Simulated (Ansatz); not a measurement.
# Two runs on CH₇OSi

System: CH₇OSi, charge −1.
Method of run 1: RKS PBE-D4/def2-TZVPPD (Ansatz 0.2.0).

The geometry comes from this level: PBE0-D4/def2-TZVPD. Text and figures count atoms from 1; the logs count them from 0 in places.

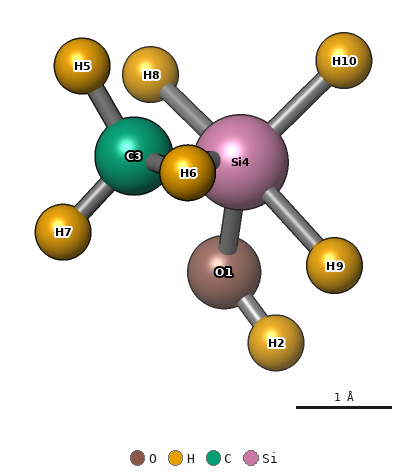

**Figure 1.** The structure as given in the input (ball-and-stick view, seen at a tilt; atoms are numbered from 1 in the order of the input). Bond lengths as drawn: C–H 1.10 Å, C–Si 1.92 Å, H–O 0.96 Å, H–Si 1.53 to 1.63 Å and O–Si 1.73 Å.

## The input, run 1
```yaml
crystal:
  periodic: [false, false, false]
  atoms:
    - {symbol: O, position_ang: [-0.235251, -0.326535, -1.973874]}
    - {symbol: H, position_ang: [0.653932, -0.611381, -2.210745]}
    - {symbol: C, position_ang: [-0.134428, -0.427419, 1.250663]}
    - {symbol: Si, position_ang: [-0.042813, 0.465138, -0.450235]}
    - {symbol: H, position_ang: [-0.952111, -0.041737, 1.870210]}
    - {symbol: H, position_ang: [0.811742, -0.366118, 1.799193]}
    - {symbol: H, position_ang: [-0.338037, -1.489739, 1.063926]}
    - {symbol: H, position_ang: [-1.590229, 0.734294, -0.508492]}
    - {symbol: H, position_ang: [1.541027, 0.118716, -0.597084]}
    - {symbol: H, position_ang: [0.286266, 1.944781, -0.243661]}
basis:
  gaussian: {orbitals: "def2-TZVPPD.json"}
total_charge: -1
hamiltonian: {xc: pbe, dispersion: d4}
```

Command:
```bash
ansatz run in.yaml --threads 4 --pin off --events-out ev --progress --plain --max-ram 9574MiB
```

Hardware: 4 threads of Intel Xeon, 15 GiB of memory available, shared host.

## Output (run 1)
```
Functional definition: PBE
  parameter kappa = 0.804
  parameter beta = 0.06672455060314922
  exchange = pbe_x(kappa = kappa, mu = beta*pi^2/3)
  correlation = pbe_c(beta = beta)
1076 factors; their error is unknown
mean field evaluation 1: about -11064.4670 eV, gradient 5.0e1 eV
mean field evaluation 2: about -11051.2167 eV, gradient 8.6e1 eV
mean field evaluation 4: about -11070.2352 eV, gradient 8.6e0 eV
mean field evaluation 8: about -11070.3860 eV, gradient 1.4e-1 eV
mean field evaluation 16: about -11070.3580 eV, gradient 1.6e-4 eV
mean field -11070.35797326 eV, -406.8281517590 hartree, gradient 3.5e-5 eV, S^2 0.000000; 0 other end points of the search recorded, 0 dependent functions left out
reference -11070.35802934 eV, -406.8281538201 hartree; 18, 18 occupied and 226, 226 virtual orbitals, 1076 factors
Total energy: -11070.54991707 eV, -406.8352055642 hartree
```

The input of run 2 differs as follows (lines with − go, lines with + come):
```diff
-    - {symbol: C, position_ang: [-0.134428, -0.427419, 1.250663]}
-    - {symbol: Si, position_ang: [-0.042813, 0.465138, -0.450235]}
-    - {symbol: H, position_ang: [-0.952111, -0.041737, 1.870210]}
-    - {symbol: H, position_ang: [0.811742, -0.366118, 1.799193]}
-    - {symbol: H, position_ang: [-0.338037, -1.489739, 1.063926]}
-    - {symbol: H, position_ang: [-1.590229, 0.734294, -0.508492]}
-    - {symbol: H, position_ang: [1.541027, 0.118716, -0.597084]}
-    - {symbol: H, position_ang: [0.286266, 1.944781, -0.243661]}
+    - {symbol: C, position_ang: [-0.218367, -0.239372, 2.089654]}
+    - {symbol: Si, position_ang: [-0.126753, 0.653186, 0.388756]}
+    - {symbol: H, position_ang: [-1.036051, 0.146311, 2.709201]}
+    - {symbol: H, position_ang: [0.727802, -0.178071, 2.638184]}
+    - {symbol: H, position_ang: [-0.421976, -1.301692, 1.902917]}
+    - {symbol: H, position_ang: [-1.674169, 0.922342, 0.330499]}
+    - {symbol: H, position_ang: [1.457088, 0.306763, 0.241907]}
+    - {symbol: H, position_ang: [0.202327, 2.132828, 0.595330]}
```

How does run 2 compare with run 1?

With the same method and basis, run 2 lies 37.0 kcal/mol higher.

## Output (run 2)
```
Functional definition: PBE
  parameter kappa = 0.804
  parameter beta = 0.06672455060314922
  exchange = pbe_x(kappa = kappa, mu = beta*pi^2/3)
  correlation = pbe_c(beta = beta)
1076 factors; their error is unknown
mean field evaluation 1: about -11061.8100 eV, gradient 5.6e1 eV
mean field evaluation 2: about -10982.1155 eV, gradient 1.7e2 eV
mean field evaluation 4: about -11068.5200 eV, gradient 7.6e0 eV
mean field evaluation 8: about -11068.8017 eV, gradient 4.7e-1 eV
mean field evaluation 16: about -11068.7724 eV, gradient 1.0e-3 eV
mean field -11068.77240653 eV, -406.7698832566 hartree, gradient 2.8e-5 eV, S^2 0.000000; 0 other end points of the search recorded, 0 dependent functions left out
reference -11068.77246476 eV, -406.7698853966 hartree; 18, 18 occupied and 226, 226 virtual orbitals, 1076 factors
Total energy: -11068.94477662 eV, -406.7762177406 hartree
```

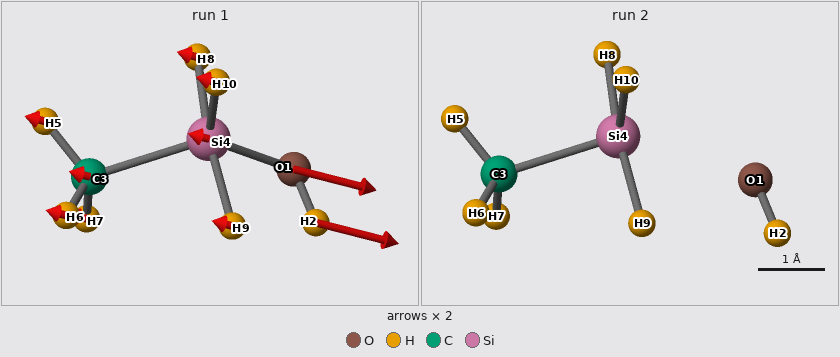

**Figure 2.** The two input geometries at one scale (ball-and-stick view, seen at a tilt). The red arrows on the first give the shifts of the atoms after the best rigid fit, magnified 2 times. The largest moves after the best rigid fit, 0.69 Å, are those of O1 and H2. Largest moves by element: O 0.69 Å, H 0.69 Å, Si 0.17 Å, C 0.17 Å. Among the contacts that change: O1–Si4 1.728 → 2.560 Å.

## The two runs side by side

| quantity | run 1 | run 2 |
| --- | --- | --- |
| outcome | converged | converged |
| total energy (hartree) | −406.835206 | −406.776218 |
| basis functions | 244 | 244 |
| wall time (shared host) | 1 s | 0.9 s |
